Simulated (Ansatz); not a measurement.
# C2H6B (SMILES [CH2]BC): UHF/3-21G

What is the electronic atomisation energy of C2H6B at UHF/3-21G? 

The calculation is run with Ansatz 0.2.0.

45 further runs of the same task are left out: 45 set aside as unsound or not needed.

**1. The system as given**

C2H6B has 9 atoms, charge 0, and is taken as a doublet. As SMILES, `[CH2]BC`. The shape is that of a PBE0-D4/def2-TZVP optimisation. This is one conformer, not always the lowest.

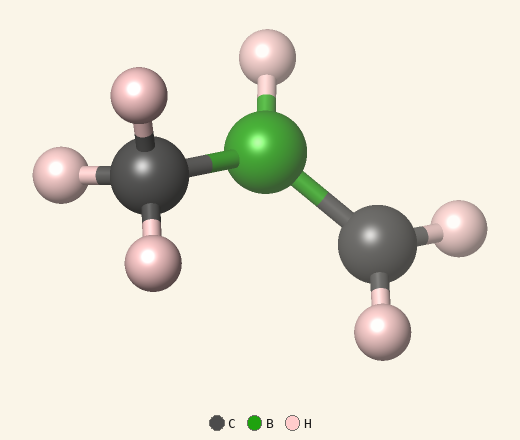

The structure, seen from a chosen angle (carbon dark grey, boron green, hydrogen pink).

**2. A single-point energy at UHF/3-21G**

File input.yaml:

```yaml
crystal:
  periodic: [false, false, false]
  atoms:
    - {symbol: C, position_ang: [-0.840100, 0.743300, -1.023500]}
    - {symbol: B, position_ang: [0.191800, 0.540800, 0.089100]}
    - {symbol: C, position_ang: [0.525000, -0.860100, 0.691800]}
    - {symbol: H, position_ang: [-1.406600, -0.078400, -1.457800]}
    - {symbol: H, position_ang: [-1.074500, 1.714900, -1.450600]}
    - {symbol: H, position_ang: [0.769100, 1.506600, 0.513000]}
    - {symbol: H, position_ang: [-0.036500, -1.695300, 0.267500]}
    - {symbol: H, position_ang: [1.596100, -1.069200, 0.576400]}
    - {symbol: H, position_ang: [0.364200, -0.849200, 1.777100]}
basis:
  gaussian: {orbitals: 3-21G.json}
magnetization: {spin_polarized: true, initial_magnetization: 1}
output: {orbitals: {seedname: orbitals}}
accuracy: high
hamiltonian: {xc: hf}
```

The basis set 3-21G is read from a file made from the Basis Set Exchange's data (not shown).

Run with:

```bash
$ ansatz run input.yaml --threads 1 --pin off --max-ram 3480MiB --events-out events.jsonl --progress --plain --runs-dir runs
```

Log:

```text
Warning: RAYON_NUM_THREADS=1 ignored (pool sized by the plan → 1); use --threads N
Functional definition: HF
  name "HF"
  exchange = exact_x
  correlation = 0
938 factors; integrals over basis functions are off by at most 1.0e-8 eV
mean field evaluation 1: about -2809.3395 eV, gradient 1.5e1 eV
mean field evaluation 2: about -2809.5318 eV, gradient 1.5e1 eV
mean field evaluation 4: about -2810.9433 eV, gradient 1.5e0 eV
mean field evaluation 8: about -2810.9698 eV, gradient 2.5e-1 eV
mean field evaluation 16: about -2810.9713 eV, gradient 1.2e-8 eV
mean field -2810.97133577 eV, -103.3012912448 hartree, gradient 1.9e-8 eV, S^2 0.756923; 0 other end points of the search recorded, 0 dependent functions left out
reference -2810.97133577 eV, -103.3012912448 hartree; 12, 11 occupied and 27, 28 virtual orbitals, 938 factors
Total energy: -2810.97133577 eV, -103.3012912448 hartree
```

Run time: 0.3 s. Hardware: 1 thread of Arm Neoverse V2, shared host.

**3. The B atom**

File run.yaml:

```yaml
crystal:
  periodic: [false, false, false]
  atoms:
    - {symbol: B, position_ang: [0.000000, 0.000000, 0.000000]}
basis:
  gaussian:
    orbitals: 3-21G.json
magnetization:
  spin_polarized: true
  initial_magnetization: 1
accuracy: high
hamiltonian:
  xc: hf
```

The basis set 3-21G is read from a file made from the Basis Set Exchange's data (not shown).

Run the same way, it converges to -24.38976 Eh (log not shown).

**4. The C atom, same level**

File input.yaml:

```yaml
basis:
  gaussian: {orbitals: 3-21G.json}
crystal:
  periodic: [false, false, false]
  atoms:
    - {symbol: C, position_ang: [0.000000, 0.000000, 0.000000]}
magnetization: {spin_polarized: true, initial_magnetization: 2}
hamiltonian: {xc: hf}
accuracy: high
```

The basis set 3-21G is read from a file made from the Basis Set Exchange's data (not shown).

Run the same way, it converges to -37.48107 Eh (log not shown).

**5. The H atom**

File molecule.yaml:

```yaml
basis:
  gaussian: {orbitals: 3-21G.json}
crystal:
  periodic: [false, false, false]
  atoms:
    - {symbol: H, position_ang: [0.000000, 0.000000, 0.000000]}
magnetization: {spin_polarized: true, initial_magnetization: 1}
hamiltonian: {xc: hf}
accuracy: high
```

The basis set 3-21G is read from a file made from the Basis Set Exchange's data (not shown).

Run the same way, it converges to -0.49620 Eh (log not shown).

**6. Outcome**

Level: UHF/3-21G.

| quantity | value |
| --- | --- |
| molecule: total energy | -103.30129 Eh |
| molecule: HOMO energy (highest over α and β) | -10.76 eV |
| molecule: LUMO energy (lowest over α and β) | 1.52 eV |
| molecule: ⟨S²⟩ | 0.757 |
| B atom: total energy | -24.38976 Eh |
| B atom: ⟨S²⟩ | 0.750 |
| C atom: total energy | -37.48107 Eh |
| C atom: ⟨S²⟩ | 2.001 |
| H atom: total energy | -0.49620 Eh |
| H atom: ⟨S²⟩ | 0.750 |
| electronic atomisation energy | 26.455 eV |

**Reading.** Taking the molecule apart into free atoms costs 26.45 eV (610 kcal/mol), before zero-point energy and without spin-orbit coupling. Hartree–Fock lacks the correlation of the bonding pairs, which as a rule makes this value much too low; in minimal bases other errors can mask that. The basis has no polarisation functions, which makes bonds too weak.
